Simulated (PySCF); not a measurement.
**PtS3: structure of the quintet**

The task is one start of a wider search on PtS3: the quintet, from a side-on plus terminal start. It is relaxed, tested by its Hessian and followed downhill if it is a saddle.

Method: PBE0, basis Pt def2-SVP with ECP60, S def2-SVP, scalar-relativistic core potentials, no spin–orbit coupling, density fitting; program: PySCF 2.14.0.

## Step 1: Starting geometry

4 atoms, charge 0, spin multiplicity 5.

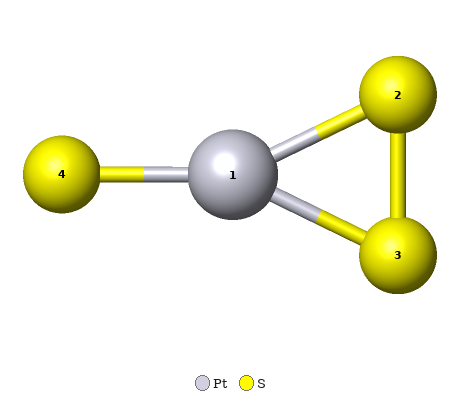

The starting geometry (platinum light grey, sulfur yellow); atoms are numbered from 1 in the order of the file.

Z-matrix (Å, degrees; charge 0 multiplicity 5):
```
Pt
S  1 2.3278
S  2 2.0400 1 64.01
S  1 2.1649 2 154.01 3 180.00
```

## Step 2: First SCF at the start

One driver script runs all steps and calls PySCF; scf.py shows how it sets up the SCF of each step. The optimiser is the driver's own. After this first run the driver tries any further starts and a stability analysis.

File scf.py:

```python
from pyscf import gto, scf, dft
mol = gto.M(atom='''
Pt     0.000000     0.000000     0.000000
S      1.020000     0.000000     2.092400
S     -1.020000     0.000000     2.092400
S      0.000000     0.000000    -2.164900''',
    basis={'Pt': 'def2-SVP', 'S': 'def2-SVP'},
    ecp={'Pt': 'def2-SVP'},
    charge=0, spin=4)
mf = dft.UKS(mol, xc='PBE0')
mf.grids.atom_grid = (50, 194)
aux = {'Pt': 'def2-universal-JKFIT', 'S': 'def2-universal-JKFIT'}
mf = mf.density_fit(auxbasis=aux)
mf.conv_tol = 1e-08
mf.diis_space = 10
mf.max_cycle = 60
mf.init_guess = 'minao'
mf.verbose = 4
mf.kernel()
```

Command:

```bash
OMP_NUM_THREADS=2 python axn.py task.json out
```

Log:

```text
init E= -1301.82040989522
[... the frontier-level lines of each cycle are left out ...]
cycle= 1 E= -1312.19998441247  delta_E= -10.4  |g|= 1.18  |ddm|= 5.99
cycle= 2 E= -1298.15279198046  delta_E=   14  |g|= 3.59  |ddm|=   10
cycle= 3 E= -1312.90993832634  delta_E= -14.8  |g|= 0.524  |ddm|=  9.8
cycle= 4 E= -1312.9948423587  delta_E= -0.0849  |g|=  0.4  |ddm|= 1.05
cycle= 5 E= -1313.08565520365  delta_E= -0.0908  |g|= 0.0955  |ddm|= 0.63
cycle= 6 E= -1313.09099651236  delta_E= -0.00534  |g|= 0.0224  |ddm|= 0.153
cycle= 7 E= -1313.09139428303  delta_E= -0.000398  |g|= 0.0173  |ddm|= 0.0506
cycle= 8 E= -1313.0915471234  delta_E= -0.000153  |g|= 0.0113  |ddm|= 0.0253
cycle= 9 E= -1313.09163404441  delta_E= -8.69e-05  |g|= 0.00379  |ddm|= 0.0229
cycle= 10 E= -1313.09164372357  delta_E= -9.68e-06  |g|= 0.00104  |ddm|= 0.00887
cycle= 11 E= -1313.09164428592  delta_E= -5.62e-07  |g|= 0.000579  |ddm|= 0.00146
cycle= 12 E= -1313.09164452508  delta_E= -2.39e-07  |g|= 0.000169  |ddm|= 0.000995
cycle= 13 E= -1313.09164457158  delta_E= -4.65e-08  |g|= 3.59e-05  |ddm|= 0.000776
cycle= 14 E= -1313.09164457323  delta_E= -1.65e-09  |g|= 6.05e-06  |ddm|= 0.000121
Extra cycle  E= -1313.0916445733  delta_E= -7.69e-11  |g|= 4.6e-06  |ddm|= 2.39e-05
converged SCF energy = -1313.0916445733  <S^2> = 6.0155953  2S+1 = 5.0062342
```

This step, with its further starts and checks, ran for 15 s (2 threads of Arm Neoverse V2, shared host).

Energies from each starting density:

```
                      start   energy (Eh)
    the minimal-basis guess  -1313.091645
a thermally smeared density  -1313.091645
      a smeared PBE density  -1313.092810
```

The first run landed in a state that is too high. Following the other starts and the instabilities gains 3.1 kJ/mol (-1313.09281 Eh), and the work goes on from there.

## Step 3: Relaxation: side-on plus terminal start, quintet

The program finds C2v symmetry in the start, which this walk keeps.

Changes to scf.py since step 2:

```diff
@@ -3,4 +3,4 @@
-Pt     0.000000     0.000000     0.000000
-S      1.020000     0.000000     2.092400
-S     -1.020000     0.000000     2.092400
-S      0.000000     0.000000    -2.164900''',
+Pt     0.000000     0.000000    -0.222017
+S      1.020000     0.000000     1.870383
+S     -1.020000     0.000000     1.870383
+S      0.000000     0.000000    -2.386917''',
@@ -17 +16,0 @@
-mf.init_guess = 'minao'
```

The optimiser's trace:

```csv
step,energy (Eh),change (kJ/mol),largest symmetric gradient (Eh/bohr)
0,-1313.092810,0.00,0.03506
1,-1313.095484,-7.02,0.01934
2,-1313.097090,-11.24,0.00311
3,-1313.097277,-11.73,0.00071
4,-1313.097280,-11.73,0.00011
```

The walk took 14 s.

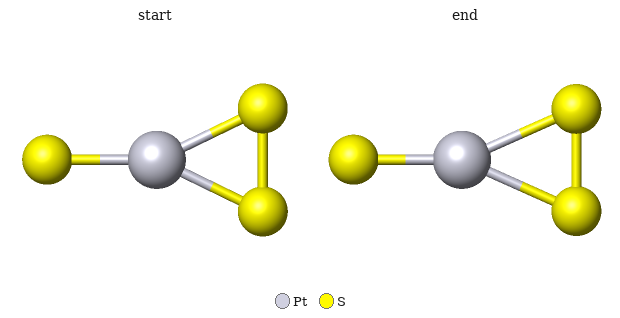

Start and end of the relaxation.

End point (C2v, 4 steps, 11.7 kJ/mol gained): Pt–S 2.141 Å, Pt–S 2.475 Å (×2), S–S 2.022 Å; Pt–S–S 65.9° (×2), S–Pt–S 48.2°, S–Pt–S 155.9° (×2).

## Step 4: Frequencies

The point is checked on the finer grid, and tightened if its gradient asks for it. The Hessian and the dipole derivatives come from central differences of analytic gradients, with steps of 0.02 bohr.

Changes to scf.py since step 3:

```diff
@@ -3,4 +3,4 @@
-Pt     0.000000     0.000000    -0.222017
-S      1.020000     0.000000     1.870383
-S     -1.020000     0.000000     1.870383
-S      0.000000     0.000000    -2.386917''',
+Pt     0.000000     0.000000    -0.260300
+S      1.011016     0.000000     1.997089
+S     -1.011016     0.000000     1.997089
+S      0.000000     0.000000    -2.401604''',
@@ -11 +11 @@
-mf.grids.atom_grid = (50, 194)
+mf.grids.atom_grid = (75, 302)
@@ -14 +14 @@
-mf.conv_tol = 1e-08
+mf.conv_tol = 1e-10
```

This SCF starts from the last density.

Log of the central SCF (cycles and frontier levels):

```text
init E= -1313.09734945192
[... the frontier-level lines of each cycle are left out ...]
cycle= 1 E= -1313.09734945192  delta_E=    0  |g|= 2.95e-06  |ddm|= 9.35e-06
Extra cycle  E= -1313.0973494519  delta_E= 1.36e-11  |g|= 5.79e-06  |ddm|= 1.28e-05
converged SCF energy = -1313.0973494519  <S^2> = 6.0128821  2S+1 = 5.0051502
```

The whole step took 63 s.

Geometry: C2v; Pt–S 2.141 Å, Pt–S 2.473 Å (×2), S–S 2.022 Å; Pt–S–S 65.9° (×2), S–Pt–S 48.3°, S–Pt–S 155.9° (×2).

Harmonic modes (main isotopes):

```
symmetry  ω (cm⁻¹)  IR (km/mol)  μ (u)
      b2      338i         75.8  42.87
      b1        43          0.7  42.70
      b2       172          0.5  31.97
      a1       201          0.6  37.94
      a1       441         14.2  36.23
      a1       579         12.6  32.00
```

With 1 mode imaginary (up to 338i cm⁻¹) this point is a saddle.

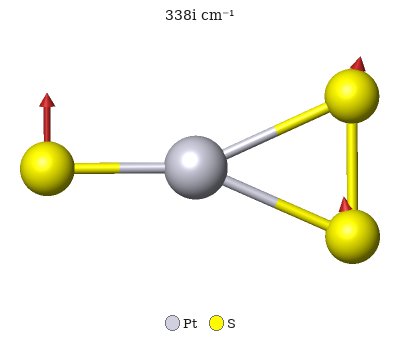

The imaginary mode, as arrows.

Constants and moments:

```yaml
Dipole_moment: 0.69 D
Highest_occupied_level: -6.11 eV
Lowest_empty_level: -5.34 eV
Rotational_constants: 0.2579, 0.03724, 0.03254 cm⁻¹
Zero-point_energy_real_modes: 8.6 kJ/mol
Principal_polarisabilities: 45.0, 84.6, 154.7 bohr³
Atomisation_energy_without_zero-point_energy: 876 kJ/mol
Principal_traceless_quadrupole_moments_about_the_centre_of_mass: -3.22, 1.56, 1.67 D Å
Spin_squared_⟨S²⟩: 6.013
```

Populations by atom (charges in e):

| atom | Mulliken | Löwdin | polar tensor | spin (Mulliken) | Mayer order to Pt1 |
| --- | --- | --- | --- | --- | --- |
| Pt1 | 0.13 | -0.61 | 1.05 | 1.17 | – |
| S2,3 | -0.04 | 0.17 | -0.24 | 0.76 | 0.59 |
| S4 | -0.06 | 0.26 | -0.57 | 1.32 | 1.54 |

Outer orbital energies (eV). α occupied: -10.33, -9.58, -9.25, -8.42, -8.36, -7.76, -7.49, -6.11; empty: -1.12, -0.26, 0.29, 0.97. β occupied: -10.94, -10.47, -10.24, -9.34, -8.60, -8.55, -8.43, -7.12; empty: -5.34, -4.17, -4.09, -3.40.

Mulliken populations on Pt1 (outside its core potential): s 2.75, p 6.30, d 8.80, f 0.02.

## Step 5: Following the imaginary mode

The atoms are moved a little along the softest imaginary mode and relaxed again.

The program finds Cs symmetry in the start, which this walk keeps. The walk stops when the largest gradient is under 0.0003 Eh/bohr and the energy has settled too.

Changes to scf.py since step 4:

```diff
@@ -3,4 +3,4 @@
-Pt     0.000000     0.000000    -0.260300
-S      1.011016     0.000000     1.997089
-S     -1.011016     0.000000     1.997089
-S      0.000000     0.000000    -2.401604''',
+Pt    -0.040385     0.000000    -0.260880
+S      1.074151    -0.000000     2.010397
+S     -0.947882     0.000000     1.982623
+S      0.120000    -0.000000    -2.402183''',
@@ -11 +11 @@
-mf.grids.atom_grid = (75, 302)
+mf.grids.atom_grid = (50, 194)
@@ -14 +14 @@
-mf.conv_tol = 1e-10
+mf.conv_tol = 1e-08
```

The optimiser's trace:

```csv
step,energy (Eh),change (kJ/mol),largest symmetric gradient (Eh/bohr)
0,-1313.101703,0.00,0.02239
1,-1313.107692,-15.72,0.01739
2,-1313.113293,-30.43,0.02298
3,-1313.114768,-34.30,0.00925
4,-1313.115347,-35.82,0.00204
5,-1313.115433,-36.05,0.00170
6,-1313.115477,-36.16,0.00125
7,-1313.115507,-36.24,0.00105
8,-1313.115515,-36.26,0.00059
9,-1313.115517,-36.27,0.00021
```

The walk took 29 s.

Geometry (Å) and forces (eV/Å) at some steps:

```
step 0
Pt  -0.040   0.000  -0.261  -1.151   0.000   0.126
S    1.074   0.000   2.010  -0.090   0.000  -0.050
S   -0.948   0.000   1.983   0.635   0.000   0.002
S    0.120   0.000  -2.402   0.606   0.000  -0.078
step 1
Pt  -0.144   0.000  -0.261  -0.894   0.000  -0.052
S    1.082   0.000   1.965   0.043   0.000  -0.079
S   -0.925   0.000   2.022   0.397   0.000  -0.068
S    0.193   0.000  -2.396   0.454   0.000   0.199
step 5
Pt  -0.435   0.000  -0.275   0.058   0.000   0.036
S    1.112   0.000   1.780  -0.071   0.000  -0.092
S   -0.862   0.000   2.080   0.015   0.000   0.061
S    0.391   0.000  -2.255  -0.001   0.000  -0.005
step 9
Pt  -0.434   0.000  -0.269  -0.005   0.000   0.013
S    1.103   0.000   1.748   0.011   0.000  -0.006
S   -0.865   0.000   2.096   0.006   0.000  -0.004
S    0.402   0.000  -2.245  -0.011   0.000  -0.002
```

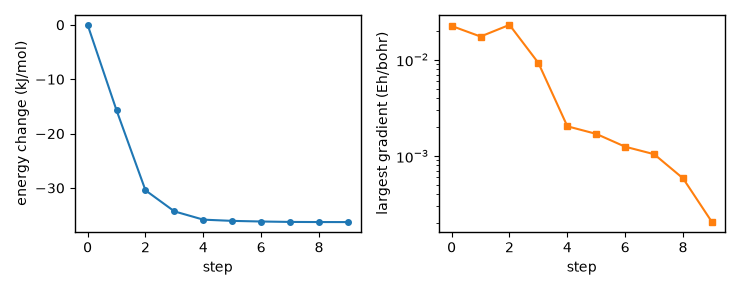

How energy and gradient fall.

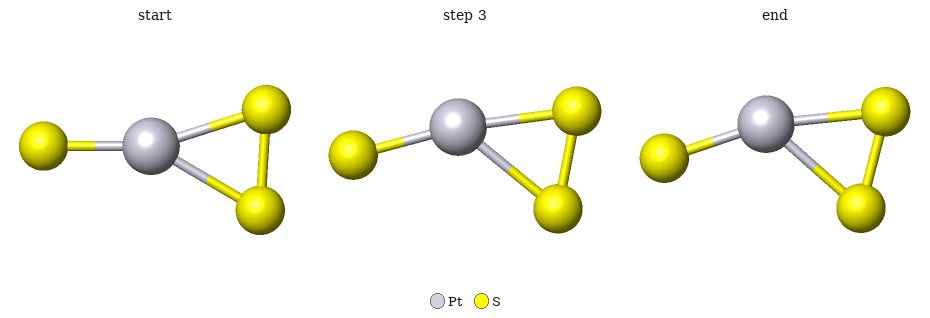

The geometry along the walk, at one scale.

After 9 steps and 36.3 kJ/mol it ends at Cs: Pt–S 2.145 Å, Pt–S 2.405 Å, Pt–S 2.536 Å, S–S 1.998 Å; Pt–S–S 62.7°, Pt–S–S 69.6°, S–Pt–S 47.6°, S–Pt–S 119.7°, S–Pt–S 167.4°.

## Step 6: Frequencies

The same treatment as at the point before.

Changes to scf.py since step 5:

```diff
@@ -3,4 +3,4 @@
-Pt    -0.040385     0.000000    -0.260880
-S      1.074151    -0.000000     2.010397
-S     -0.947882     0.000000     1.982623
-S      0.120000    -0.000000    -2.402183''',
+Pt    -0.210998     0.000000    -0.264353
+S      1.323443    -0.000000     1.755374
+S     -0.644693     0.000000     2.100331
+S      0.621118    -0.000000    -2.242384''',
@@ -11 +11 @@
-mf.grids.atom_grid = (50, 194)
+mf.grids.atom_grid = (75, 302)
@@ -14 +14 @@
-mf.conv_tol = 1e-08
+mf.conv_tol = 1e-10
```

SCF at the final geometry:

```text
init E= -1313.11551181753
[... the frontier-level lines of each cycle are left out ...]
cycle= 1 E= -1313.11551181746  delta_E= 7.5e-11  |g|= 1.28e-05  |ddm|= 2.47e-05
cycle= 2 E= -1313.11551181713  delta_E= 3.27e-10  |g|= 2.61e-05  |ddm|= 4.86e-05
cycle= 3 E= -1313.11551181756  delta_E= -4.3e-10  |g|= 1.09e-06  |ddm|= 3.25e-05
cycle= 4 E= -1313.11551181756  delta_E= -1.36e-12  |g|= 4.36e-07  |ddm|= 1.54e-06
Extra cycle  E= -1313.11551181756  delta_E= 2.27e-12  |g|= 1.16e-06  |ddm|= 2.4e-06
converged SCF energy = -1313.11551181756  <S^2> = 6.0167892  2S+1 = 5.0067112
```

The whole step ran for 87 s (2 threads of Arm Neoverse V2, shared host).

Geometry: Cs; Pt–S 2.146 Å, Pt–S 2.404 Å, Pt–S 2.536 Å, S–S 1.998 Å; Pt–S–S 62.7°, Pt–S–S 69.7°, S–Pt–S 47.6°, S–Pt–S 120.0°, S–Pt–S 167.6°.

Modes, for the most abundant isotopes:

```
symmetry  ω (cm⁻¹)  IR (km/mol)
     a''        75          0.0
      a'        95          0.2
      a'       167          2.8
      a'       252          1.4
      a'       452          1.6
      a'       608          7.8
```

Every mode is real; the point is a minimum.

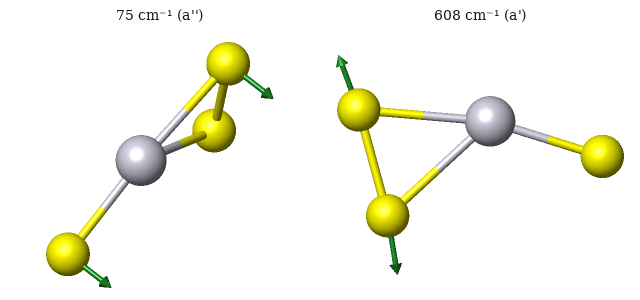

How the atoms move in 2 of the modes.

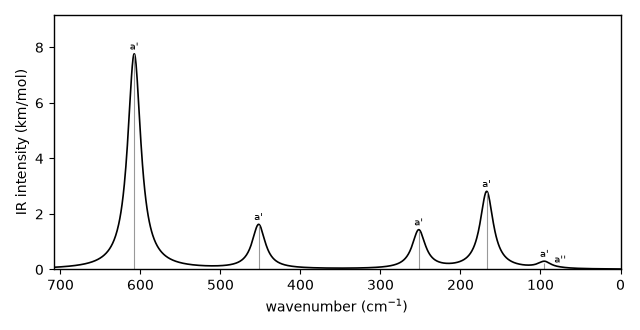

The harmonic infrared spectrum (widths in cm⁻¹). Lines are broadened to a width of 20 cm⁻¹ (Lorentzian).

Properties at this point:

| Quantity | Value |
| --- | --- |
| Dipole moment | 0.61 D |
| Highest occupied level | -6.46 eV |
| Lowest empty level | -4.49 eV |
| Rotational constants | 0.1867, 0.04072, 0.03343 cm⁻¹ |
| Zero-point energy | 9.9 kJ/mol |
| Principal polarisabilities | 48.2, 74.6, 139.2 bohr³ |
| Atomisation energy without zero-point energy | 924 kJ/mol |
| Principal traceless quadrupole moments about the centre of mass | -1.61, -0.99, 2.60 D Å |
| Entropy at 298.15 K and 1 bar (electronic part: spin only) | 365.4 J/(mol K) |
| Heat capacity Cp at 298.15 K | 74.8 J/(mol K) |
| Enthalpy at 298.15 K above 0 K | 17.90 kJ/mol |
| Rotational symmetry number | 1 |
| Spin squared ⟨S²⟩ | 6.017 |

Charges (e) and bond orders:

| atom | Mulliken | Löwdin | polar tensor | spin (Mulliken) | Mayer order to Pt1 |
| --- | --- | --- | --- | --- | --- |
| Pt1 | 0.05 | -0.73 | -0.07 | 1.02 | – |
| S2 | 0.01 | 0.24 | 0.10 | 0.99 | 0.55 |
| S3 | -0.03 | 0.18 | -0.09 | 0.57 | 0.64 |
| S4 | -0.03 | 0.31 | 0.06 | 1.42 | 1.56 |

Mulliken populations on Pt1 (outside its core potential): s 2.88, p 6.23, d 8.81, f 0.02.

## Step 7: The points found, side by side

| spin | group | bonds | imaginary modes (cm⁻¹) | ΔE (kJ/mol) | with zero-point energy |
| --- | --- | --- | --- | --- | --- |
| quintet | Cs | Pt–S 2.146 Å, Pt–S 2.404 Å, Pt–S 2.536 Å, S–S 1.998 Å | none | 0.0 | 0.0 |
| quintet | C2v | Pt–S 2.141 Å, Pt–S 2.473 Å (×2), S–S 2.022 Å | 338i | 47.7 | – |

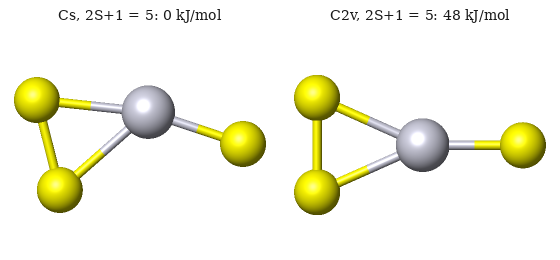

The points, lowest first (platinum light grey, sulfur yellow).

## Step 8: Outcome

```
                                          quantity                                                                                                                          value
                                           minimum                                                                                                                    quintet, Cs
                                          geometry  Pt–S 2.146 Å, Pt–S 2.404 Å, Pt–S 2.536 Å, S–S 1.998 Å; Pt–S–S 62.7°, Pt–S–S 69.7°, S–Pt–S 47.6°, S–Pt–S 120.0°, S–Pt–S 167.6°
                                wavenumbers (cm⁻¹)                                                                      75 (a''), 95 (a'), 167 (a'), 252 (a'), 452 (a'), 608 (a')
                                     dipole moment                                                                                                                         0.61 D
highest occupied, lowest empty level (either spin)                                                                                                                -6.46, -4.49 eV
                        polar-tensor charge of Pt1                                                                                                                        -0.07 e
                                 zero-point energy                                                                                                                     9.9 kJ/mol
                               entropy at 298.15 K                                                                                                                365.4 J/(mol K)
         atomisation energy (no zero-point energy)                                                                                                                     924 kJ/mol
                                              ⟨S²⟩                                                                                                                          6.017
```

What this shows: From C2v at the start the molecule goes to a Cs minimum, after a stop at a saddle point 47.7 kJ/mol higher, from which it was pushed off along an imaginary mode. The strongest infrared band lies at 608 cm⁻¹ (a'). The first SCF alone would have been 3 kJ/mol too high. Other starts or spin states, not run here, may lie lower. One determinant may miss the lowest occupation of an open d or f shell. Spin–orbit coupling, left out here, can matter for elements this heavy.

The search up to here took 3.5 min.
